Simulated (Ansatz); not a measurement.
Run report: C2H8O2Si (charge +1), single-point calculation

- system: C2H8O2Si, charge +1, multiplicity 2
- method: UKS B2GP-PLYP/cc-pVTZ (Ansatz 0.2.0)

The geometry comes from this level: PBE0-D4/def2-TZVP.

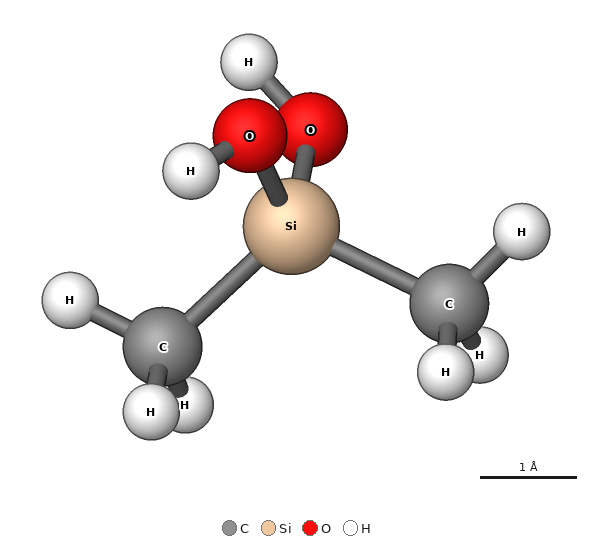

*The structure as given in the input (ball-and-stick view, seen at a tilt).*

Bond lengths as drawn: C–H 1.09 Å, C–Si 1.85 to 1.87 Å, H–O 0.96 Å and O–Si 1.64 to 1.65 Å.

Input file
```yaml
crystal:
  periodic: [false, false, false]
  atoms:
    - {symbol: C, position_ang: [-1.409844, 0.466402, -0.599540]}
    - {symbol: Si, position_ang: [0.173195, 0.155876, 0.337728]}
    - {symbol: C, position_ang: [1.315294, -0.967997, -0.593945]}
    - {symbol: O, position_ang: [-0.196908, -0.449864, 1.832000]}
    - {symbol: O, position_ang: [1.019318, 1.543505, 0.586943]}
    - {symbol: H, position_ang: [-2.067677, 1.150152, -0.055864]}
    - {symbol: H, position_ang: [-1.196190, 0.914784, -1.573240]}
    - {symbol: H, position_ang: [-1.961525, -0.461362, -0.778293]}
    - {symbol: H, position_ang: [2.206841, -1.179209, 0.000837]}
    - {symbol: H, position_ang: [1.635168, -0.508963, -1.532736]}
    - {symbol: H, position_ang: [0.829948, -1.918548, -0.829642]}
    - {symbol: H, position_ang: [-1.037671, -0.896013, 1.930649]}
    - {symbol: H, position_ang: [0.710353, 2.116437, 1.289804]}
basis:
  gaussian: {orbitals: cc-pVTZ}
total_charge: 1
magnetization: {spin_polarized: true, initial_magnetization: 1}
hamiltonian: {xc: {name: B2GP-PLYP}}
scf: {max_iter: 3}
output: {forces: true}
```

Hardware: 4 threads of Arm Neoverse V2, 23 GiB of memory available, shared host.

Launch command:
```bash
ansatz run in.yaml --threads 4 --pin off --events-out ev --progress --plain --max-ram 10444MiB
```

The program's output
```
Error: invalid value for `basis.gaussian`: such a run doesn't read scf.max_iter; remove what it names
```

Outcome

| quantity | value |
| --- | --- |
| outcome | refused by the program |

A setting was made wrong on purpose: key. The program refused the input: “invalid value for `basis.gaussian`: such a run doesn't read scf.max_iter; remove what it names”
